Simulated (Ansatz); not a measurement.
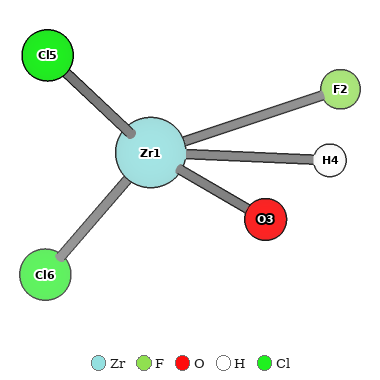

The system is the reacting system Cl₂FHOZr; the picture shows the reference structure. The first coordinate is: distance F2–H4 (bond that forms); the second: distance O3–H4 (bond that breaks). Relaxed at each point: all other coordinates. The scan uses a 7 × 7 grid. Points are written as (first, second). All energies are given in kcal/mol relative to a guessed transition structure relaxed with its forming and breaking bonds held. The reference is spin-restricted, so regions where a bond is pulled apart into radicals lie too high. Method: Ansatz, RKS PBE0-D4/def2-SVP.

Its coordinates:

| atom | x (Å) | y (Å) | z (Å) |
| --- | --- | --- | --- |
| Zr | -0.1869 | 0.2355 | 0.4850 |
| F | -0.7604 | -0.2823 | -1.9632 |
| O | 1.0717 | -0.6209 | -0.4710 |
| H | 0.3046 | -0.6007 | -1.4874 |
| Cl | 0.5403 | 2.3526 | 1.1797 |
| Cl | -0.9694 | -1.0844 | 2.2569 |

Range: distance F2–H4 (bond that forms) from 0.819 to 2.619 Å; distance O3–H4 (bond that breaks) from 0.873 to 2.073 Å.

What will the energy surface look like?

Answer. The lowest grid point is at (2.619 Å, 1.001 Å), −58 kcal/mol from a guessed transition structure relaxed with its forming and breaking bonds held. It lies at the edge of the scanned range, so the true minimum may lie outside. The highest grid point, (0.819 Å, 0.873 Å), lies 205 kcal/mol above the lowest.

| second ↓, first → | 0.819 | 1.011 | 1.275 | 1.576 | 1.903 | 2.252 | 2.619 |
| --- | --- | --- | --- | --- | --- | --- | --- |
| 2.073 | 6 | −6 | 19 | 44 | 56 | 60 | 62 |
| 1.828 | 7 | −8 | 11 | 30 | 37 | 39 | 40 |
| 1.596 | 11 | −9 | 1 | 12 | 15 | 15 | 14 |
| 1.378 | 20 | −9 | −10 | −9 | −10 | −13 | −15 |
| 1.177 | 41 | −2 | −19 | −28 | −35 | −39 | −42 |
| 1.001 | 84 | 18 | −18 | −37 | −48 | −54 | −58 |
| 0.873 | 147 | 56 | 1 | −26 | −39 | −47 | −52 |

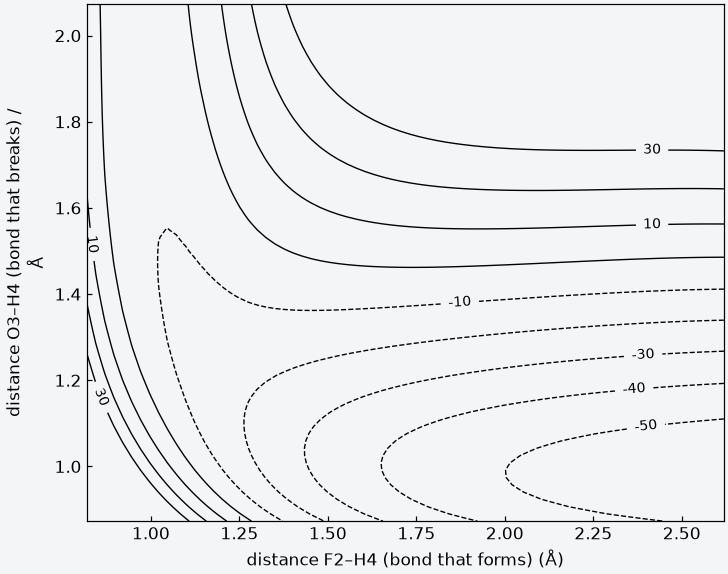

In the figure: contour lines labelled in kcal/mol (none above 30). Between grid points the surface is interpolated.

The whole map (49 points run) took 18 min on 1 thread of Arm Neoverse V1, with other jobs on the host.
